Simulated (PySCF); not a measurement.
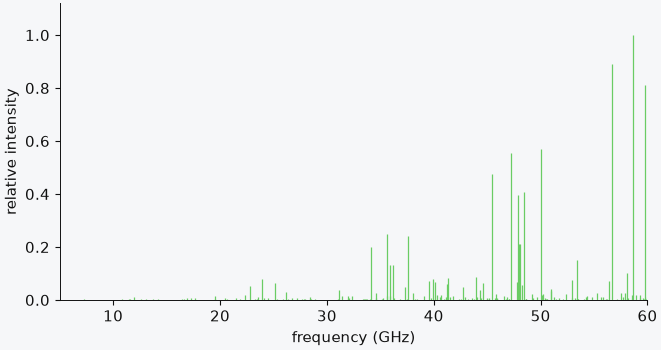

Simulated rotational absorption lines between 5 and 60 GHz at 40 K: rigid rotor with the equilibrium constants and dipole of one optimised conformer (PBE0-D3(BJ)/def2-SVP, PySCF), commonest isotopes; no centrifugal distortion, hyperfine structure, internal rotation or nuclear-spin weights; lines within 1 MHz of each other are summed.

### Which molecule gives this spectrum?
A. C₃H₉As, SMILES CC[AsH]C
B. C₃H₅B, SMILES BC1=CC1
C. CH₈BNO, SMILES CO[BH2-][NH3+]

Option B. Rotational constants A, B, C = 21.81, 6.566, 5.408 GHz, |μa|, |μb|, |μc| = 0.74, 0.32, 0.19 D.

Caveats: coarse grid, loose stop and no frequency check, small forces are noise and the end may be a saddle.
